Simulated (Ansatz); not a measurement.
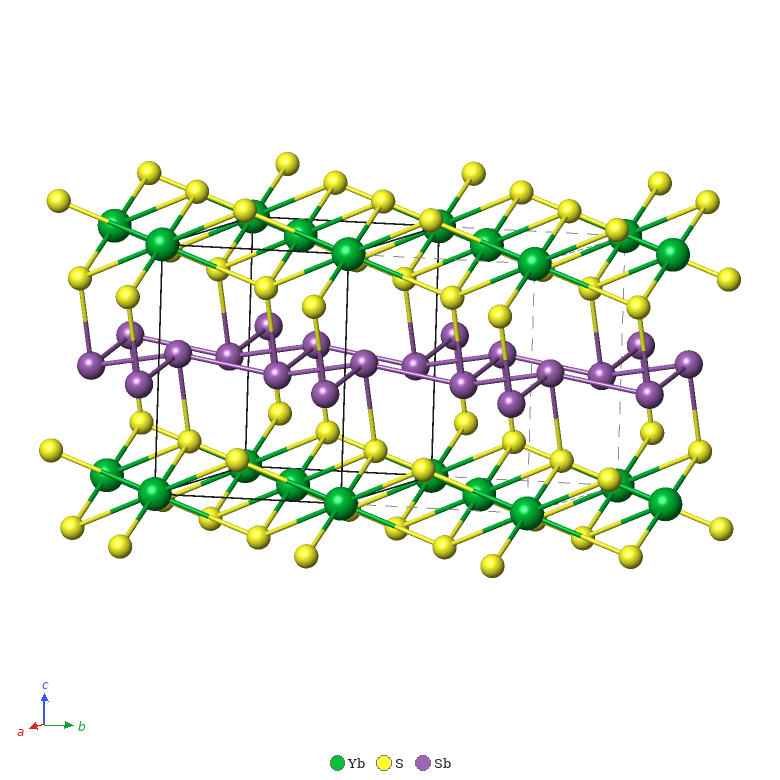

YbSb2S2 (space group C2/m, No. 12). Coordinates: the geometry relaxed (final pressure about 5 GPa) with DFT, PAW plane waves, pbe in Ansatz; the starting structure was generated, so it need not be a known form of this composition.

Bonds are taken as S–Sb below 2.9 Å, S–Yb below 3.4 Å and Sb–Sb below 3.2 Å; no other contact counts. Atoms with one bond or none are removed and atoms with two bonds are replaced by edges, until no such atom is left.

Q: What kind of net remains, and which atoms are its nodes?

A: A trinodal (4,4,6)-connected, three-periodic net: Sb is a 4-connected node; S is a 4-connected node; Yb is a 6-connected node, in the ratio 2:2:1.

Q: Is the net interpenetrated?

A: It is a single net, without interpenetration.

Q: How many nodes does the smallest cycle have?

A: Four.
